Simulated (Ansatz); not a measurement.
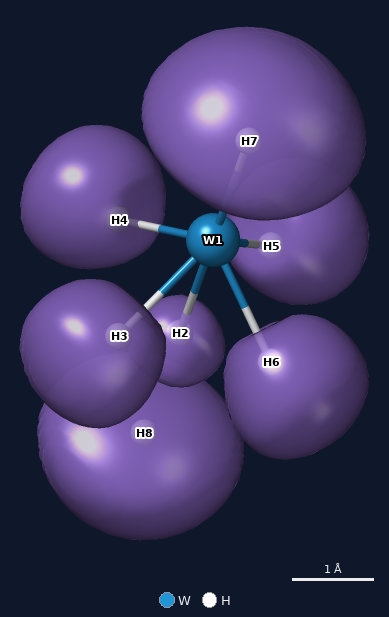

*H₆W···H (doublet). Isosurface of the electron localisation function at 0.85 (purple), seen at an oblique angle. Only the valence region is drawn (cores and ρ < 0.01 e/Å³ removed).*

⟨S²⟩ = 0.88, above the pure value of 0.75; core potentials replace the inner electrons of W.

All numbers below come from Ansatz, UKS r2SCAN/def2-SVP.

```xyz
8

W     0.0000    0.0000   -0.5088
H     0.0000    0.0000    1.2187
H     1.3864   -0.0121    0.4370
H    -0.0121    1.3864    0.4370
H    -1.3864    0.0121    0.4370
H     0.0121   -1.3864    0.4370
H     0.0000    0.0000   -2.3490
H     0.0000    0.0000    3.0712
```

Q: Identify the bonds, lone pairs and shells in this picture.

A: The ELF exceeds this value in seven regions around hydrogen nuclei. Profiles from the grid: H2···H8 (1.85 Å): the ELF dips to about 0.25 between them. W–H (1.68 Å): the ELF climbs to about 1 towards the hydrogen.
